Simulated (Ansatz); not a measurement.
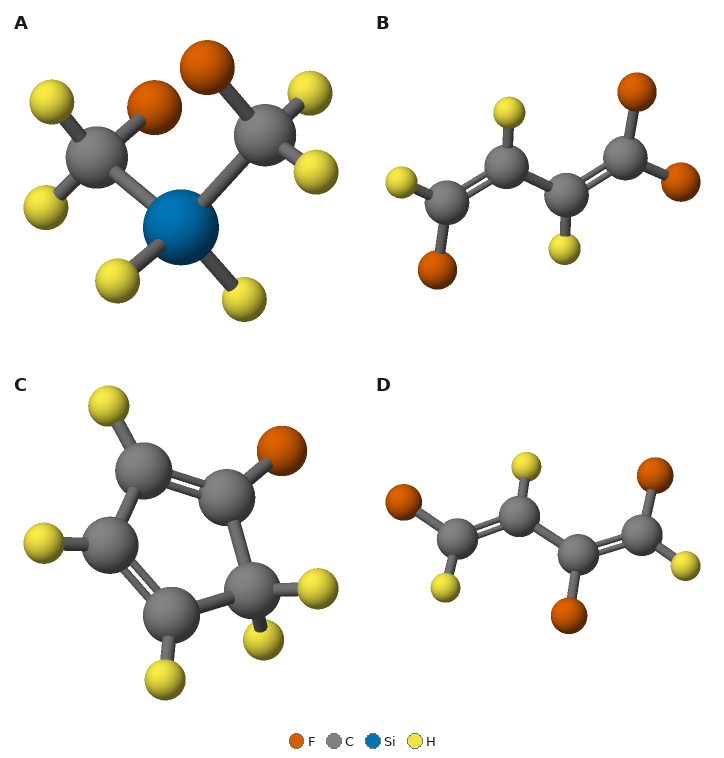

(Drawn from a calculation with Ansatz.)

Match each picture to its SMILES.
(1) FC1=CC=CC1
(2) FC[SiH2]CF
(3) F/C=C/C(F)=C\F
(4) F/C=C\C=C(F)F

A is (2), B is (4), C is (1), D is (3).
